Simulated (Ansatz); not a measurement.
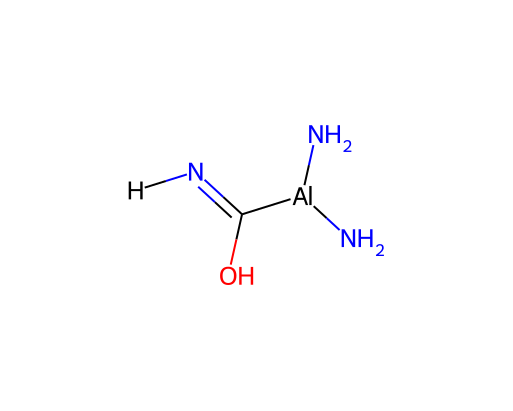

Source: calculation with Ansatz.

2D structure.

### Transcribe the drawing into SMILES.

[H]/N=[C](\O)[Al]([NH2])[NH2]

### What is the molecular formula?

CH6AlN3O.
